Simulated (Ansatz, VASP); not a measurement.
## ZrTaB2MoCSe2 (ZrB2/MoSe2/TaC): VASP beside Ansatz

One calculation is typed for both programs; each brings its own data sets and cutoff. How far apart do they land? The structure shown is the end of the VASP relaxation below.

Calculated with Ansatz 0.2.0; plane waves, with VASP 6.6.1 beside it; single point at PBE.

### 1. Set-up

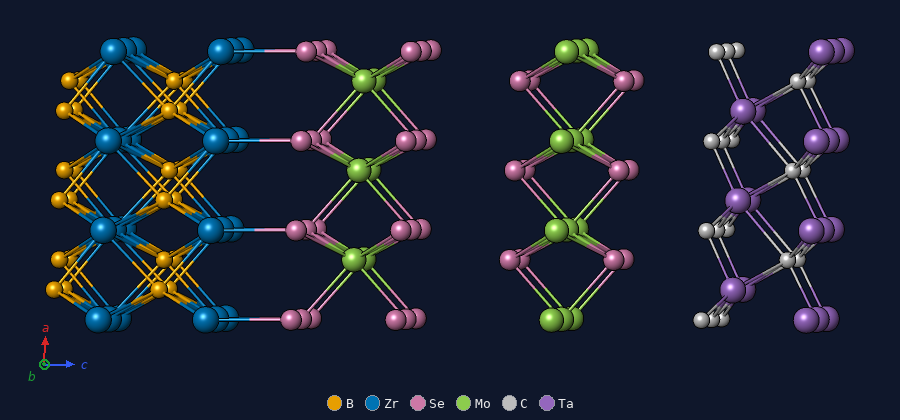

The cell as given, from the side, with the c axis across the page (boron orange, zirconium blue, selenium pink, molybdenum green, carbon light grey, tantalum purple). 3×2×1 cells are drawn. Bonds to atoms that aren't drawn are left out. Some periodic images of atoms are drawn too.

The cell holds 16 atoms: 4 B, 2 Zr, 4 Se, 2 Mo, 2 C and 2 Ta. Cell: a = 3.300 Å, b = 3.300 Å, c = 40.591 Å, α = 90.0°, β = 90.0°, γ = 120.0°. It derives from  (ZrB2/MoSe2/TaC). Vacuum lies along c.

Coordinates:

```xyz
16
Lattice="3.3000 0.0000 0.0000 -1.6500 2.8579 0.0000 0.0000 0.0000 40.5908" Properties=species:S:1:pos:R:3
B     0.0000    1.9053    8.0867
B     1.6500    0.9526    8.0880
B     0.0000    1.9053   11.4621
B     1.6500    0.9526   11.4653
Zr    0.0000    0.0000    9.6679
Zr    0.0000    0.0000   13.1336
Se    0.0000    0.0000   15.8872
Se    0.0000    0.0000   19.2630
Se    1.6500    0.9526   22.6160
Se    1.6500    0.9526   25.9660
Mo    1.6500    0.9526   17.5871
Mo    0.0000    0.0000   24.2851
C     0.0000    0.0000   29.1235
C     1.6500    0.9526   31.5743
Ta    0.0000    1.9053   29.9715
Ta    0.0000    0.0000   32.5038
```

### 2. VASP: relaxation, PBE

This run makes the geometry at which the two programs are then compared.

Lines of VASP's logs that name or quote its potential files are left out, and so is its time.

The input, INCAR:

```
SYSTEM = ZrTaB2MoCSe2
PREC = Normal
ENCUT = 400
EDIFF = 1E-05
NELM = 120
ISMEAR = -1
SIGMA = 0.1
LREAL = Auto
ALGO = Fast
GGA = PE
NBANDS = 61
LORBIT = 11
LWAVE = .FALSE.
LCHARG = .FALSE.
KPAR = 4
IBRION = 1
NSW = 60
ISIF = 2
EDIFFG = -0.03
POTIM = 0.3
MAXMIX = 40
IDIPOL = 3
LDIPOL = .TRUE.
DIPOL = 0.5 0.5 0.478
```

The input, POSCAR:

```
ZrTaB2MoCSe2
1.0
    3.3000000000      0.0000000000      0.0000000000
   -1.6500000000      2.8578838325      0.0000000000
    0.0000000000      0.0000000000     40.5908284449
B Zr Se Mo C Ta
4 2 4 2 2 2
Direct
    0.3333333300      0.6666666700      0.1992262154
    0.6666666700      0.3333333300      0.1992611280
    0.3333333300      0.6666666700      0.2823801934
    0.6666666700      0.3333333300      0.2824638247
    0.0000000000      0.0000000000      0.2382009218
    0.0000000000      0.0000000000      0.3235726676
    0.0000000000      0.0000000000      0.3913927596
    0.0000000000      0.0000000000      0.4745547452
    0.6666666700      0.3333333300      0.5571646274
    0.6666666700      0.3333333300      0.6396887886
    0.6666666700      0.3333333300      0.4332722047
    0.0000000000      0.0000000000      0.5983155928
    0.0000000000      0.0000000000      0.7174619738
    0.6666666700      0.3333333300      0.7778723943
    0.3333333300      0.6666666700      0.7383737186
    0.0000000000      0.0000000000      0.8007755447
```

The input, KPOINTS:

```
Automatic mesh
0
Gamma
9 9 1
0 0 0
```

Potentials, in the order of the species: B, Zr_sv, Se, Mo, C and Ta (PBE family, release 64).

On the command line:

```sh
mpirun -np 4 vasp_std
```

Numbers of over 12 decimals in the logs are rounded to 6 here.

The log of the run:

```text
[banner, memory and clock lines left out]
running    4 mpi-ranks, on    1 nodes
 distrk:  each k-point on    1 cores,    4 groups
 distr:  one band on    1 cores,    1 groups

 POSCAR found type information on POSCAR B ZrSeMoC Ta
 POSCAR found :  6 types and      16 ions
 LDA part: xc-table for (Slater+PW92), standard interpolation
 POSCAR, INCAR and KPOINTS ok, starting setup
 FFT: planning ... GRIDC
 FFT: planning ... GRID_SOFT
 FFT: planning ... GRID
 WAVECAR not read
 entering main loop
       N       E                     dE             d eps       ncg     rms          rms(c)
DAV:   1     0.504444447548E+03    0.50444E+03   -0.35292E+04  1584   0.104E+03
DAV:   2    -0.853723391070E+02   -0.58982E+03   -0.56787E+03  1787   0.272E+02
DAV:   3    -0.140788034222E+03   -0.55416E+02   -0.54304E+02  2176   0.739E+01
DAV:   4    -0.144759073085E+03   -0.39710E+01   -0.39496E+01  2480   0.172E+01
DAV:   5    -0.144962143836E+03   -0.20307E+00   -0.20290E+00  2232   0.276E+00    0.482E+01
RMM:   6    -0.876168705046E+03   -0.73121E+03   -0.29450E+02  2205   0.544E+01    0.479E+01
RMM:   7    -0.795675882349E+03    0.80493E+02   -0.24708E+02  2094   0.405E+01    0.460E+01
RMM:   8    -0.448429375577E+03    0.34725E+03   -0.11093E+02  1996   0.216E+01    0.382E+01
RMM:   9    -0.162485341490E+03    0.28594E+03   -0.97447E+01  1666   0.203E+01    0.242E+01
RMM:  10    -0.276188049879E+03   -0.11370E+03   -0.46995E+01  1765   0.139E+01    0.333E+01
RMM:  11    -0.276338870264E+03   -0.15082E+00   -0.56119E+01  1776   0.140E+01    0.313E+01
RMM:  12    -0.142133547889E+03    0.13421E+03   -0.13534E+01  1612   0.709E+00    0.198E+01
RMM:  13    -0.133204028968E+03    0.89295E+01   -0.43242E+00  1686   0.477E+00    0.163E+01
RMM:  14    -0.131038086779E+03    0.21659E+01   -0.51011E+00  1973   0.372E+00    0.132E+01
[...]
RMM:  34    -0.125853532904E+03    0.38427E-02   -0.22790E-03  1915   0.964E-02    0.680E-02
RMM:  35    -0.125853621603E+03   -0.88699E-04   -0.59032E-04  2014   0.521E-02    0.766E-02
RMM:  36    -0.125853666557E+03   -0.44954E-04   -0.14591E-04  1692   0.283E-02    0.845E-02
RMM:  37    -0.125853455600E+03    0.21096E-03   -0.46466E-04  1854   0.428E-02    0.626E-02
RMM:  38    -0.125853232824E+03    0.22278E-03   -0.58918E-05  1441   0.201E-02    0.206E-02
RMM:  39    -0.125853244045E+03   -0.11221E-04   -0.51032E-05  1298   0.156E-02    0.138E-02
RMM:  40    -0.125853268600E+03   -0.24556E-04   -0.29097E-05  1087   0.121E-02    0.155E-02
RMM:  41    -0.125853270522E+03   -0.19214E-05   -0.10404E-05   914   0.790E-03
   1 F= -.12585327E+03 E0= -.12573169E+03  d E =-.125853E+03
 BRION: g(F)=  0.141E-03 g(S)=  0.000E+00
 bond charge predicted
       N       E                     dE             d eps       ncg     rms          rms(c)
DAV:   1    -0.125853328016E+03   -0.59415E-04   -0.10509E-02  1723   0.400E-01    0.287E-02
RMM:   2    -0.125853514339E+03   -0.18632E-03   -0.74596E-04  1584   0.750E-02    0.481E-02
RMM:   3    -0.125853427417E+03    0.86922E-04   -0.62025E-05  1442   0.278E-02    0.272E-02
RMM:   4    -0.125853422351E+03    0.50663E-05   -0.43870E-05  1192   0.158E-02
   2 F= -.12585342E+03 E0= -.12573217E+03  d E =-.151829E-03
 BRION: g(F)=  0.634E-04 g(S)=  0.000E+00 retain N=  1 mean eig= 0.79
 eig:   0.793
 reached required accuracy - stopping structural energy minimisation
```

Parts of OUTCAR (step 2):

```text
ion  position               nearest neighbor table
   1  0.333  0.667  0.199-   2 1.91   2 1.91   2 1.91   5 2.48   5 2.48   5 2.48
   2  0.667  0.333  0.199-   1 1.91   1 1.91   1 1.91   5 2.48   5 2.48   5 2.48
   3  0.333  0.667  0.282-   4 1.91   4 1.91   4 1.91   6 2.53   6 2.53   6 2.53   5 2.62   5 2.62
                             5 2.62
   4  0.667  0.333  0.282-   3 1.91   3 1.91   3 1.91   6 2.53   6 2.53   6 2.53   5 2.62   5 2.62
                             5 2.62
   5  0.000  0.000  0.238-   2 2.48   2 2.48   2 2.48   1 2.48   1 2.48   1 2.48   3 2.62   3 2.62
                             3 2.62   4 2.62   4 2.62   4 2.62   6 3.47
   6  0.000  0.000  0.324-   4 2.53   4 2.53   4 2.53   3 2.53   3 2.53   3 2.53   7 2.75   5 3.47

  LATTYP: Found a hexagonal cell.
 ALAT       =     3.3000000000
 C/A-ratio  =    12.3002510439

 Subroutine GETGRP returns: Found  6 space group operations
 (whereof  6 operations were pure point group operations)

The static configuration has the point symmetry C_3v.

 Found     12 irreducible k-points:

   k-points           NKPTS =     12   k-points in BZ     NKDIM =     12   number of bands    NBANDS=     61

   dimension x,y,z NGX =    16 NGY =   16 NGZ =  200
   dimension x,y,z NGXF=    32 NGYF=   32 NGZF=  400

   ENCUT  =  400.0 eV  29.40 Ry    5.42 a.u.   5.38  5.38 66.19*2*pi/ulx,y,z

   NELECT =      90.0000    total number of electrons

 k-points in reciprocal lattice and weights: Automatic mesh
   0.00000000  0.00000000  0.00000000       0.012
   0.11111111 -0.00000000  0.00000000       0.074
   0.22222222 -0.00000000  0.00000000       0.074
   0.33333333 -0.00000000  0.00000000       0.074
   0.44444444 -0.00000000  0.00000000       0.074
   0.11111111  0.11111111  0.00000000       0.074
   0.22222222  0.11111111  0.00000000       0.148
   0.33333333  0.11111111  0.00000000       0.148
   0.44444444  0.11111111  0.00000000       0.074
   0.22222222  0.22222222  0.00000000       0.074
   0.33333333  0.22222222  0.00000000       0.148
   0.33333333  0.33333333  0.00000000       0.025

 dipolmoment           0.000000      0.000000     -0.066673 electrons x Angstroem

 average (electrostatic) potential at core
       1 -29.9663       2 -29.9584       3 -30.4792       4 -30.4855       5 -80.9881
       6 -81.5153       7 -57.2645       8 -56.8436       9 -56.2002      10 -56.1001
      11 -42.0929      12 -41.4253      13 -51.4764      14 -53.0660      15 -39.6427
      16 -40.2030

 E-fermi :   2.1119

 k-point     1 :       0.0000    0.0000    0.0000
  band No.  band energies     occupation
    ...
     40       1.2231      1.99972
     41       1.2740      1.99954
     42       1.2740      1.99954
     43       1.9046      1.77652
     44       2.0377      1.35475
     45       2.5686      0.02057
     46       2.5686      0.02056
     47       2.8356      0.00144
     48       2.8357      0.00144
     49       3.7434      0.00000
    ...

 k-point     2 :       0.1111   -0.0000    0.0000
  band No.  band energies     occupation
    ...
     40       0.8760      1.99999
     41       1.2032      1.99977
     42       1.3947      1.99847
     43       1.7658      1.93909
     44       1.8211      1.89650
     45       2.4773      0.05046
     46       2.5075      0.03756
     47       2.5890      0.01680
     48       3.1141      0.00009
     49       3.2098      0.00003
    ...

 k-point     3 :       0.2222   -0.0000    0.0000
  band No.  band energies     occupation
    ...
     41       0.8465      1.99999
     42       1.2386      1.99968
     43       1.2785      1.99952
     44       1.5576      1.99220
     45       1.8305      1.88690
     46       2.4413      0.07159
     47       2.6118      0.01340
     48       2.7158      0.00476
     49       3.2344      0.00003
     50       3.2657      0.00002
    ...

  Total      -12.2827782    -12.2827782      0.5713999      0.0000000      0.0000000      0.0000000
  in kB      -51.4068229    -51.4068229      2.3914667      0.0000000      0.0000000      0.0000000
  external PRESSURE =     -33.4740597 kB  Pullay stress =       0.0000000 kB

  energy-cutoff  :      400.00
  volume of cell :      382.81
      direct lattice vectors                 reciprocal lattice vectors
     3.300000000  0.000000000  0.000000000     0.303030303  0.174954627  0.000000000
    -1.650000000  2.857883833  0.000000000     0.000000000  0.349909254  0.000000000
     0.000000000  0.000000000 40.590828445     0.000000000  0.000000000  0.024636107

 POSITION                                       TOTAL-FORCE (eV/Angst)
 -----------------------------------------------------------------------------------
     -0.00000      1.90526      8.08667        -0.000000     -0.000000     -0.008668
      1.65000      0.95263      8.08802         0.000000      0.000000     -0.010176
     -0.00000      1.90526     11.46211        -0.000000      0.000000     -0.004071
      1.65000      0.95263     11.46532         0.000000      0.000000     -0.008323
     -0.00000      0.00000      9.66795         0.000000     -0.000000     -0.011949
     -0.00000      0.00000     13.13364         0.000000      0.000000     -0.011032
     -0.00000      0.00000     15.88722         0.000000      0.000000      0.003943
      0.00000      0.00000     19.26303         0.000000      0.000000      0.009448
      1.65000      0.95263     22.61596        -0.000000     -0.000000     -0.009898
      1.65000      0.95263     25.96602        -0.000000      0.000000     -0.004789
      1.65000      0.95263     17.58714         0.000000      0.000000      0.012233
     -0.00000      0.00000     24.28511         0.000000      0.000000      0.020766
     -0.00000     -0.00000     29.12346        -0.000000     -0.000000      0.026458
      1.65000      0.95263     31.57430         0.000000      0.000000     -0.002983
     -0.00000      1.90526     29.97153         0.000000     -0.000000      0.008010
     -0.00000      0.00000     32.50380         0.000000      0.000000     -0.008969
 -----------------------------------------------------------------------------------
    total drift:                                0.000037      0.000038     -0.025551

  FREE ENERGIE OF THE ION-ELECTRON SYSTEM (eV)
  ---------------------------------------------------
  free  energy   TOTEN  =      -125.8534223506 eV

  energy  without entropy=     -125.6109149513  energy(sigma->0) =     -125.73216865

 reached required accuracy - stopping structural energy minimisation

 vacuum level on the upper side and lower side of the slab         6.449         7.701

 total charge
# of ion       s       p       d       tot
------------------------------------------
    1        0.666   1.076   0.000   1.742
    2        0.667   1.077   0.000   1.743
    3        0.647   1.160   0.000   1.807
    4        0.647   1.160   0.000   1.807
    5        2.168   6.027   1.705   9.900
    6        2.172   5.987   1.678   9.836
    7        1.461   2.353   0.074   3.888
    8        1.483   2.305   0.062   3.850
    9        1.477   2.330   0.061   3.867
   10        1.486   2.297   0.061   3.845
   11        0.376   0.500   4.373   5.249
   12        0.388   0.518   4.359   5.265
   13        0.920   1.464   0.000   2.384
   14        0.882   1.510   0.000   2.392
   15        0.647   0.864   3.407   4.918
   16        0.620   0.718   3.302   4.640
--------------------------------------------------
tot         16.706  31.346  19.083  67.134

[... 3 further parts left out ...]
```

(Part 1 of 2 ends here.)

[Lines on the potential files, build, host, timing and source positions are cut from VASP's logs without a mark.]

[Logs are printed without paths, hosts, clocks, repeated set-up lines and the standing remarks that a program may print on its own settings, such as how far it seeks lower states.]

[Hosts, paths, dates, database ids (printed as entryN), source tags and the programs' standing remarks are cut or masked in the printed files.]
